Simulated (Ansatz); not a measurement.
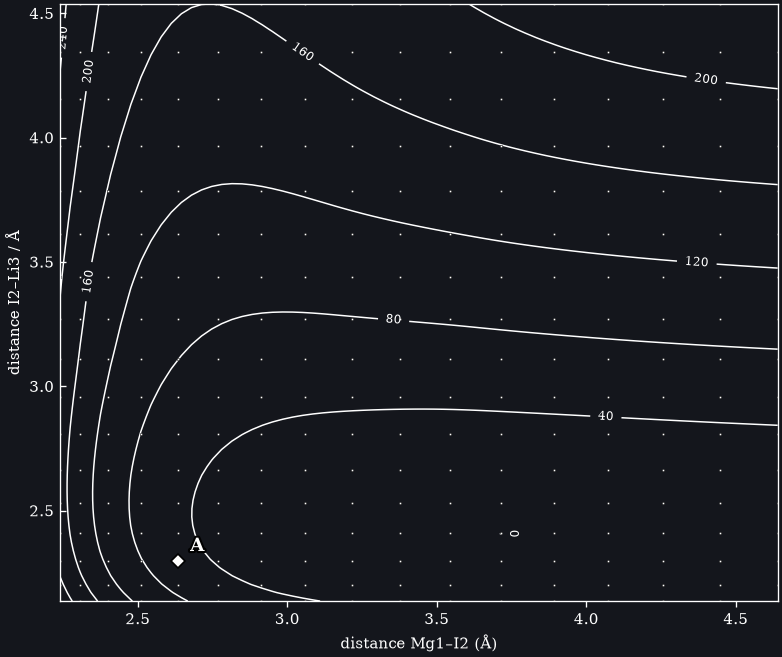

The system Mg + ILi. First axis: distance Mg1–I2. Second axis: distance I2–Li3. Nothing is relaxed (the angle Mg1–I2–Li3 is fixed at 180 degrees). The grid has 17 × 17 points. Points are written as (first, second). Energies are in kJ/mol, from the lowest grid point. All numbers below come from RKS PBE0-D4/def2-TZVPD in Ansatz.

In the figure: contour lines labelled in kJ/mol, dots at the grid points, the point A. Between grid points the surface is interpolated.

> Which way does the force act at A, and how strong is it?

A, at (2.636 Å, 2.297 Å), is not a stationary point. The computed force is 167 kJ/mol for each Å towards larger values of distance Mg1–I2 and 108 kJ/mol for each Å towards larger values of distance I2–Li3.
